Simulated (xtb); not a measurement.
**Run report: C3H7BSi, geometry relaxation (part 4 of 4)**

Continued. System: C3H7BSi, SMILES B[SiH](C)C#C. Method: GFN2-xTB, GBSA solvent acetonitrile (xtb 6.7.1). 

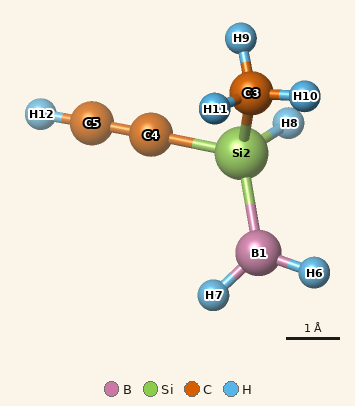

**Figure 1.** The geometry at step 6 of the log (ball-and-stick view, seen at a tilt; atoms are numbered from 1 in the order of the input).

### Log, continued
```
           -------------------------------------------------
          |               Frequency Printout                |
           -------------------------------------------------
 projected vibrational frequencies (cm⁻¹)
eigval :       -0.00    -0.00    -0.00     0.00     0.00     0.00
eigval :      -23.42   100.64   118.13   131.04   157.37   266.66
eigval :      281.57   582.86   595.31   618.77   665.33   675.33
eigval :      681.20   704.59   728.79   747.93   822.79   829.36
eigval :     1188.85  1355.89  1483.70  1489.36  2047.32  2195.29
eigval :     2632.34  2655.15  3022.28  3029.08  3042.76  3343.61
 reduced masses (amu)
    1:      3.30    2:      3.89    3:      6.59    4:      6.37    5:      4.86    6:      4.53
    7:      1.05    8:      2.64    9:      1.38   10:      2.19   11:      2.64   12:      5.06
   13:      6.91   14:      1.80   15:      1.37   16:      1.32   17:      1.53   18:      1.21
   19:      1.35   20:      2.32   21:      2.00   22:      1.81   23:      1.31   24:      1.39
   25:      1.16   26:      1.20   27:      1.06   28:      1.06   29:      1.04   30:      6.08
   31:      1.06   32:      1.12   33:      1.08   34:      1.07   35:      1.06   36:      1.15
 IR intensities (km·mol⁻¹)
    1:      0.06    2:      0.20    3:      0.01    4:      0.02    5:      0.17    6:      0.16
    7:      0.01    8:      0.03    9:      0.01   10:      0.30   11:      1.57   12:     19.69
Molecule has no symmetry elements
It seems to be the C1 point group
   13:     17.28   14:     72.08   15:     70.40   16:     40.59   17:     26.19   18:     27.88
   19:     23.05   20:     47.84   21:    149.60   22:     28.29   23:    137.40   24:    175.21
   25:     52.21   26:      0.50   27:      0.29   28:      0.06   29:    542.29   30:     44.29
   31:    128.22   32:    181.76   33:     47.16   34:     42.93   35:     29.89   36:      6.10
 Raman intensities (Ä⁴*amu⁻¹)
    1:      0.00    2:      0.00    3:      0.00    4:      0.00    5:      0.00    6:      0.00
    7:      0.00    8:      0.00    9:      0.00   10:      0.00   11:      0.00   12:      0.00
   13:      0.00   14:      0.00   15:      0.00   16:      0.00   17:      0.00   18:      0.00
   19:      0.00   20:      0.00   21:      0.00   22:      0.00   23:      0.00   24:      0.00
   25:      0.00   26:      0.00   27:      0.00   28:      0.00   29:      0.00   30:      0.00
   31:      0.00   32:      0.00   33:      0.00   34:      0.00   35:      0.00   36:      0.00
 output can be read by thermo (or use thermo option).
 writing <g98.out> molden fake output.
 recommended (thermochemical) frequency scaling factor: 1.0
           -------------------------------------------------
          |             Thermodynamic Functions             |
           -------------------------------------------------

c1  symmetry found (for desy threshold:  0.10E+00) used in thermo

          ...................................................
          :                      SETUP                      :
          :.................................................:
          :  # frequencies                          29      :
          :  # imaginary freq.                       1      :
          :  linear?                             false      :
          :  only rotor calc.                    false      :
          :  symmetry                               c1      :
          :  rotational number                       1      :
          :  scaling factor                  1.0000000      :
          :  rotor cutoff                   50.0000000 cm⁻¹ :
          :  imag. cutoff                  -20.0000000 cm⁻¹ :
          :.................................................:

    mode    ω/cm⁻¹     T·S(HO)/kcal·mol⁻¹    T·S(FR)/kcal·mol⁻¹   T·S(vib)
   ------------------------------------------------------------------------
       1    100.64    -1.02620 ( 94.26%)    -0.84904 (  5.74%)    -1.01603
       2    118.13    -0.93344 ( 96.89%)    -0.80162 (  3.11%)    -0.92934
       3    131.04    -0.87378 ( 97.92%)    -0.77090 (  2.08%)    -0.87165
       4    157.37    -0.76956 ( 98.99%)    -0.71670 (  1.01%)    -0.76903
       5    266.66    -0.48233 ( 99.88%)    -0.56055 (  0.12%)    -0.48243
       6    281.57    -0.45441 ( 99.90%)    -0.54443 (  0.10%)    -0.45450
   ------------------------------------------------------------------------

   temp. (K)  partition function   enthalpy   heat capacity  entropy
                                   cal/mol     cal/K/mol   cal/K/mol   J/K/mol
 298.15  VIB   68.3                 3130.569     20.833     18.837
         ROT  0.158E+06              888.727      2.981     26.766
         INT  0.108E+08             4019.297     23.814     45.603
         TR   0.227E+26             1481.212      4.968     39.126
         TOT                        5500.5090    28.7822    84.7287   354.5047

       T/K    H(0)-H(T)+PV         H(T)/Eh          T*S/Eh         G(T)/Eh
   ------------------------------------------------------------------------
    298.15    0.876562E-02    0.912200E-01    0.402573E-01    0.509627E-01
   ------------------------------------------------------------------------

         :::::::::::::::::::::::::::::::::::::::::::::::::::::
         ::                  THERMODYNAMIC                  ::
         :::::::::::::::::::::::::::::::::::::::::::::::::::::
         :: total free energy         -12.792048971670 Eh   ::
         ::.................................................::
         :: total energy              -12.843011654235 Eh   ::
         :: zero point energy           0.082454386828 Eh   ::
         :: G(RRHO) w/o ZPVE           -0.031491704263 Eh   ::
         :: G(RRHO) contrib.            0.050962682565 Eh   ::
         :::::::::::::::::::::::::::::::::::::::::::::::::::::
imag cut-off (cm-1) :    5.00
 found            1  significant imaginary frequency
 writing imag mode distorted coords to xtbhess.gen
 for further optimization.

optimized geometry written to: xtbopt.gen

           -------------------------------------------------
          | TOTAL ENERGY              -12.843011654235 Eh   |
          | TOTAL ENTHALPY            -12.751791648388 Eh   |
          | TOTAL FREE ENERGY         -12.792048971670 Eh   |
          | GRADIENT NORM               0.000677832332 Eh/α |
          | HOMO-LUMO GAP               2.394539403314 eV   |
           -------------------------------------------------

------------------------------------------------------------------------
------------------------------------------------------------------------
 total:
 *  cpu-time:     0 d,  0 h,  0 min,  0.376 sec
 * ratio c/w:     1.000 speedup
 SCF:
 *  cpu-time:     0 d,  0 h,  0 min,  0.006 sec
 * ratio c/w:     1.000 speedup
 ANC optimizer:
 *  cpu-time:     0 d,  0 h,  0 min,  0.064 sec
 * ratio c/w:     1.000 speedup
 analytical hessian:
 *  cpu-time:     0 d,  0 h,  0 min,  0.296 sec
 * ratio c/w:     1.000 speedup
```

### File vibspectrum
```
$vibrational spectrum
#  mode     symmetry     wave number   IR intensity    selection rules
#                         cm**(-1)      (km*mol⁻¹)        IR
     1                      -0.00         0.00000          -
     2                      -0.00         0.00000          -
     3                      -0.00         0.00000          -
     4                       0.00         0.00000          -
     5                       0.00         0.00000          -
     6                       0.00         0.00000          -
     7        a            -23.42         0.01353         YES
     8        a            100.64         0.03000         YES
     9        a            118.13         0.01093         YES
    10        a            131.04         0.30199         YES
    11        a            157.37         1.57092         YES
    12        a            266.66        19.68520         YES
    13        a            281.57        17.27918         YES
    14        a            582.86        72.07771         YES
    15        a            595.31        70.39849         YES
    16        a            618.77        40.58599         YES
    17        a            665.33        26.18600         YES
    18        a            675.33        27.88352         YES
    19        a            681.20        23.04942         YES
    20        a            704.59        47.84264         YES
    21        a            728.79       149.59578         YES
    22        a            747.93        28.28587         YES
    23        a            822.79       137.39939         YES
    24        a            829.36       175.20833         YES
    25        a           1188.85        52.20718         YES
    26        a           1355.89         0.50497         YES
    27        a           1483.70         0.29026         YES
    28        a           1489.36         0.06499         YES
    29        a           2047.32       542.29029         YES
    30        a           2195.29        44.29103         YES
    31        a           2632.34       128.22434         YES
    32        a           2655.15       181.75999         YES
    33        a           3022.28        47.16288         YES
    34        a           3029.08        42.93370         YES
    35        a           3042.76        29.88860         YES
    36        a           3343.61         6.09659         YES
$end
```

### Standard error
```
normal termination of xtb
```

### Trajectory as extended XYZ (Å, eV, eV/Å), 13 frames, from step=0 to step=12
```
12
Properties=species:S:1:pos:R:3 step=0 energy=-348.78673
B    -1.5885   -0.5586    1.2324
Si   -0.4380   -0.6457   -0.3507
C     1.3864   -0.9965    0.1191
C    -0.3764    0.9391   -1.3279
C    -0.3393    1.9777   -1.9332
H    -1.7711   -1.5012    1.9025
H    -2.1185    0.4301    1.5638
H    -0.8188   -1.6636   -1.3607
H     2.0223   -1.0159   -0.7604
H     1.4819   -1.9561    0.6199
H     1.8725   -0.0436    0.9567
H    -0.3050    2.8830   -2.4699
12
Properties=species:S:1:pos:R:3 step=1 energy=-349.40297
B    -1.5924   -0.5577    1.2357
Si   -0.4329   -0.6329   -0.3396
C     1.3887   -0.9777    0.1330
C    -0.3783    0.9444   -1.3278
C    -0.3419    1.9813   -1.9365
H    -1.7725   -1.5017    1.9047
H    -2.1219    0.4312    1.5673
H    -0.8074   -1.6564   -1.3523
H     2.0484   -0.9751   -0.7267
H     1.5056   -1.9193    0.6585
H     1.8165   -0.1728    0.8491
H    -0.3044    2.8855   -2.4741
12
Properties=species:S:1:pos:R:3 step=2 energy=-349.24897
B    -1.5771   -0.5517    1.2426
Si   -0.3980   -0.6280   -0.3214
C     1.4262   -0.9473    0.1683
C    -0.3685    0.9463   -1.3200
C    -0.3350    1.9821   -1.9322
H    -1.7753   -1.5006    1.9003
H    -2.1240    0.4311    1.5673
H    -0.7859   -1.6490   -1.3358
H     2.0411   -0.9771   -0.7246
H     1.5010   -1.9160    0.6526
H     1.7137   -0.2252    0.7694
H    -0.3106    2.8839   -2.4752
12
Properties=species:S:1:pos:R:3 step=3 energy=-349.46236
B    -1.5801   -0.5515    1.2434
Si   -0.4162   -0.6307   -0.3303
C     1.4065   -0.9797    0.1385
C    -0.3663    0.9471   -1.3211
C    -0.3348    1.9834   -1.9320
H    -1.7753   -1.5000    1.9022
H    -2.1219    0.4330    1.5703
H    -0.7911   -1.6538   -1.3420
H     2.0507   -0.9857   -0.7332
H     1.5079   -1.9295    0.6529
H     1.7388   -0.1696    0.8169
H    -0.3107    2.8856   -2.4743
12
Properties=species:S:1:pos:R:3 step=4 energy=-349.46281
B    -1.6002   -0.5573    1.2294
Si   -0.4321   -0.6365   -0.3415
C     1.3926   -0.9557    0.1507
C    -0.3718    0.9449   -1.3263
C    -0.3435    1.9822   -1.9354
H    -1.7725   -1.4994    1.9036
H    -2.1205    0.4334    1.5724
H    -0.7950   -1.6629   -1.3534
H     2.0376   -0.9709   -0.7208
H     1.4977   -1.9085    0.6594
H     1.8265   -0.2065    0.8279
H    -0.3113    2.8860   -2.4746
12
Properties=species:S:1:pos:R:3 step=5 energy=-349.47587
B    -1.5870   -0.5530    1.2392
Si   -0.4220   -0.6314   -0.3344
C     1.4028   -0.9635    0.1491
C    -0.3715    0.9476   -1.3241
C    -0.3434    1.9838   -1.9352
H    -1.7784   -1.5006    1.9006
H    -2.1225    0.4333    1.5714
H    -0.7865   -1.6584   -1.3459
H     2.0423   -0.9812   -0.7276
H     1.5014   -1.9196    0.6550
H     1.7831   -0.1951    0.8193
H    -0.3109    2.8866   -2.4759
12
Properties=species:S:1:pos:R:3 step=6 energy=-349.47435
B    -1.5997   -0.5557    1.2320
Si   -0.4197   -0.6279   -0.3309
C     1.4046   -0.9665    0.1496
C    -0.3729    0.9505   -1.3221
C    -0.3287    1.9866   -1.9323
H    -1.7775   -1.5000    1.9018
H    -2.1183    0.4353    1.5771
H    -0.7787   -1.6554   -1.3436
H     2.0440   -0.9849   -0.7277
H     1.5008   -1.9243    0.6539
H     1.7793   -0.1943    0.8156
H    -0.3256    2.8852   -2.4821
12
Properties=species:S:1:pos:R:3 step=7 energy=-349.47585
B    -1.5947   -0.5536    1.2353
Si   -0.4189   -0.6272   -0.3305
C     1.4052   -0.9666    0.1499
C    -0.3695    0.9505   -1.3225
C    -0.3428    1.9857   -1.9355
H    -1.7810   -1.5006    1.8990
H    -2.1204    0.4352    1.5757
H    -0.7781   -1.6549   -1.3429
H     2.0443   -0.9857   -0.7277
H     1.5009   -1.9245    0.6542
H     1.7820   -0.1960    0.8165
H    -0.3194    2.8864   -2.4802
12
Properties=species:S:1:pos:R:3 step=8 energy=-349.47204
B    -1.5709   -0.5462    1.2503
Si   -0.4197   -0.6288   -0.3329
C     1.4049   -0.9633    0.1492
C    -0.3750    0.9505   -1.3227
C    -0.3332    1.9864   -1.9332
H    -1.7933   -1.5040    1.8890
H    -2.1290    0.4329    1.5682
H    -0.7842   -1.6565   -1.3434
H     2.0428   -0.9851   -0.7289
H     1.5008   -1.9196    0.6554
H     1.7928   -0.2026    0.8236
H    -0.3283    2.8849   -2.4832
12
Properties=species:S:1:pos:R:3 step=9 energy=-349.47571
B    -1.5833   -0.5496    1.2416
Si   -0.4180   -0.6278   -0.3316
C     1.4060   -0.9650    0.1502
C    -0.3715    0.9508   -1.3225
C    -0.3439    1.9858   -1.9355
H    -1.7886   -1.5021    1.8922
H    -2.1233    0.4348    1.5722
H    -0.7815   -1.6548   -1.3432
H     2.0440   -0.9864   -0.7279
H     1.5009   -1.9222    0.6554
H     1.7903   -0.2007    0.8218
H    -0.3234    2.8859   -2.4816
12
Properties=species:S:1:pos:R:3 step=10 energy=-349.47598
B    -1.5930   -0.5519    1.2358
Si   -0.4165   -0.6258   -0.3295
C     1.4067   -0.9685    0.1517
C    -0.3666    0.9521   -1.3213
C    -0.3484    1.9863   -1.9363
H    -1.7883   -1.5016    1.8932
H    -2.1183    0.4371    1.5764
H    -0.7765   -1.6527   -1.3426
H     2.0462   -0.9883   -0.7255
H     1.5003   -1.9269    0.6555
H     1.7879   -0.1976    0.8160
H    -0.3260    2.8864   -2.4822
12
Properties=species:S:1:pos:R:3 step=11 energy=-349.47607
B    -1.5914   -0.5512    1.2358
Si   -0.4158   -0.6261   -0.3302
C     1.4080   -0.9667    0.1504
C    -0.3694    0.9520   -1.3218
C    -0.3498    1.9861   -1.9367
H    -1.7893   -1.5013    1.8917
H    -2.1168    0.4377    1.5763
H    -0.7777   -1.6527   -1.3429
H     2.0461   -0.9894   -0.7277
H     1.5013   -1.9239    0.6561
H     1.7883   -0.2020    0.8229
H    -0.3260    2.8861   -2.4826
12
Properties=species:S:1:pos:R:3 step=12 energy=-349.47615
B    -1.5874   -0.5500    1.2381
Si   -0.4158   -0.6266   -0.3306
C     1.4074   -0.9672    0.1521
C    -0.3698    0.9520   -1.3215
C    -0.3489    1.9862   -1.9361
H    -1.7926   -1.5021    1.8889
H    -2.1171    0.4375    1.5755
H    -0.7783   -1.6528   -1.3435
H     2.0459   -0.9889   -0.7256
H     1.5004   -1.9251    0.6566
H     1.7918   -0.2003    0.8202
H    -0.3279    2.8859   -2.4827
```

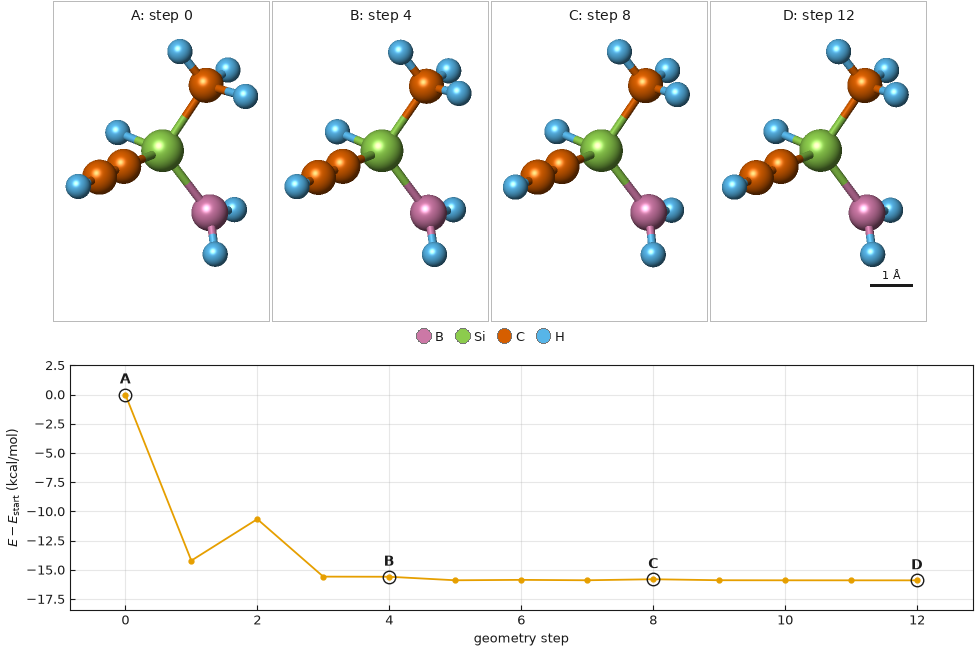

**Figure 2.** Frames of the relaxation (ball-and-stick view, seen at a tilt) above the curves, on which the letters mark them (steps are counted from 0).

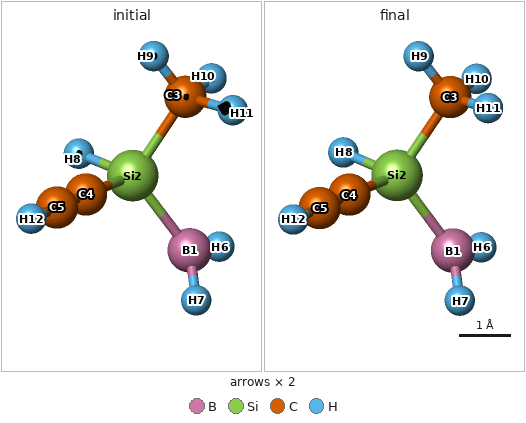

**Figure 3.** Before (left) and after (right) the relaxation, at one scale (ball-and-stick view, seen at a tilt). The black arrows give the displacements, magnified 2 times. H11 moves most after the best rigid fit: 0.22 Å. By element the largest moves are H 0.22 Å, C 0.05 Å, Si 0.04 Å, B 0.01 Å. Among the contacts that change: C3–H11 1.359 → 1.087 Å. Over 12 geometry steps the energy falls by 15.9 kcal/mol. (Atoms are counted from 1 in the order of the input.)

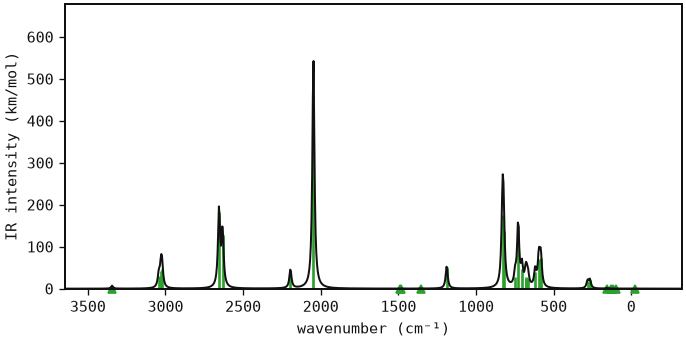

**Figure 4.** Harmonic infrared spectrum, unscaled: sticks (degenerate modes added up, dark ones marked on the axis) with a Lorentzian envelope of 16 cm⁻¹ full width, scaled to the tallest stick; imaginary modes are drawn at negative wavenumbers. 30 modes from 23i to 3344 cm⁻¹, 1 imaginary beyond 8i (23i cm⁻¹): not a clean minimum; so soft a mode can be a shallow saddle, an incomplete relaxation or noise of the force constants. The strongest line is at 2047 cm⁻¹ (542 km/mol).

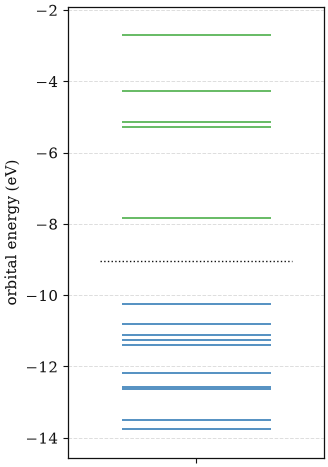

**Figure 5.** Orbital energies near the frontier; the dotted line parts filled from empty levels, and levels within 0.02 eV of each other stand side by side. Highest filled −10.24 eV, lowest empty −7.85 eV, 2.39 eV apart.

The run was set up as follows.

### Input (geo.gen)
```
12 C
 B Si C H
   1  1     -1.58854000     -0.55858600      1.23239800
   2  2     -0.43798000     -0.64572600     -0.35068200
   3  3      1.38638000     -0.99653600      0.11905800
   4  3     -0.37638000      0.93905400     -1.32791200
   5  3     -0.33930000      1.97770400     -1.93323200
   6  4     -1.77105000     -1.50118600      1.90251800
   7  4     -2.11849000      0.43012400      1.56376800
   8  4     -0.81881000     -1.66361600     -1.36066200
   9  4      2.02226000     -1.01594600     -0.76043200
  10  4      1.48193000     -1.95604600      0.61986800
  11  4      1.87253000     -0.04356000      0.95665000
  12  4     -0.30499000      2.88299400     -2.46995200
```

Launch command:
```bash
xtb geo.gen --gbsa acetonitrile -c 0 -u 0 --gfn2 --json --ohess --parallel 1 > run.log
```

### Results in brief

```csv
quantity,value
outcome,converged
electrons treated,26
total energy,−12.843012 hartree
dispersion energy,−0.006807 hartree
solvation energy,−0.007048 hartree
basis functions,33
HOMO,−10.24 eV
LUMO,−7.85 eV
zero-point energy,0.082454 hartree
dipole moment,1.12 D
"wavenumbers, lowest and highest",23i and 3344 cm⁻¹
hardware,"1 thread of Arm Neoverse V1, 24 GiB of memory available, shared host"
peak memory,0.076 GiB
```
